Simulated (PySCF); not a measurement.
# C8H5Cl: the cost of one run

Programs: PySCF 2.14.0, with routines of our own; each step states its level. All values are computed. Atoms count from 0.

## (1) The starting structure

14 atoms, charge 0, multiplicity 1; geometry from: B3LYP/def2-SV(P).

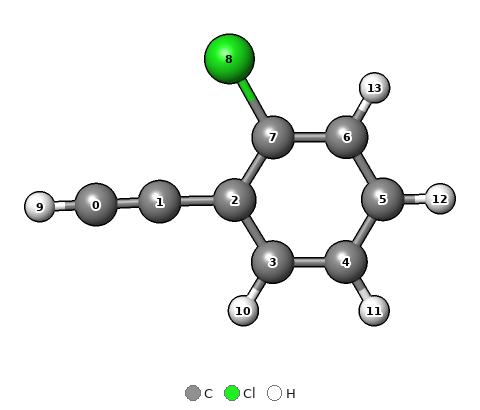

The starting geometry (carbon grey, chlorine green, hydrogen white).

## (2) Excited-state relaxation: TDA B3LYP/def2-SV(P)

Job settings and geometry (Å):

```
{"job": {"kind": "xopt", "state": "S1", "method": "TDA", "freq": false, "xc": "B3LYP", "basis": "def2-SV(P)", "grid": 1}, "charge": 0, "multiplicity": 1}
C      4.285846     1.041404     0.655276
C      3.079932     1.164574     0.595121
C      1.655766     1.272601     0.519861
C      0.864280     0.114049     0.362275
C     -0.525013     0.192873     0.286010
C     -1.158640     1.438131     0.365476
C     -0.399740     2.600351     0.521836
C      0.993001     2.519380     0.598588
Cl     1.911308     3.987681     0.796320
H      5.354635     0.943028     0.709430
H      1.368581    -0.853698     0.301529
H     -1.115799    -0.719661     0.164800
H     -2.248932     1.509032     0.306507
H     -0.879679     3.579524     0.585798
```

Method: TDA B3LYP/def2-SV(P) excited-state geometry optimisation, gas phase.

On the command line:

```sh
> OMP_NUM_THREADS=1 python excited_run.py task.json out
```

The driver reads the jobs from task.json and runs them one after another.

**Question.** How long does this first job take on 1 thread of Arm Neoverse V1, shared host, and how much memory does it need?

About 3.4 min, with a peak of 1.1 GiB.
